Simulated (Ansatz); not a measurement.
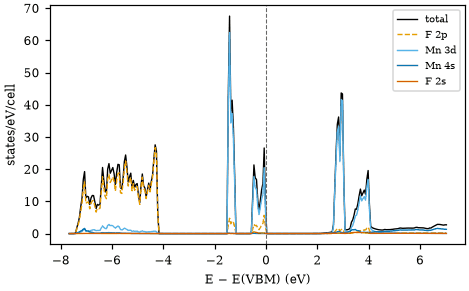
Figure. Total and projected density of states of MnF₂ in space group Pbcn (No. 60; Mn on 4c, F on 8d), PBEsol (plane waves, PAW; program Ansatz)

Which orbitals carry the states next to the gap?

Top 1 eV of the valence band: Mn 3d 80 %, F 2p 17 %. Bottom 1 eV of the conduction band: Mn 3d 93 %. Projections are on Löwdin-orthogonalised atomic valence shells; empty p or d shells of many metals are not among them.

Where is the tallest occupied peak in this window, and what makes it?

Near -1.4 eV, about 68 states/eV per cell; the largest projected share is Mn 3d.

The workflow started from a Materials Project entry (that database holds measured and hypothetical structures alike); the Crystallography Open Database copy checked does not list it. COD files the formula under space group No. 136, so this cell is another polymorph or a model. Its standing as an ambient phase is unchecked. The PBEsol relaxation kept the symmetry of its start, as lowered by the spin order; its stability against distortions is not shown here. Spin order of the final state: antiferromagnetic, chosen from 4 collinear starts compared on coarse meshes (ties went to the first, and starts can fall back to one state), not a proven ground state. No Hubbard U is applied.

Potentials: the later of the program's two PAW sets.
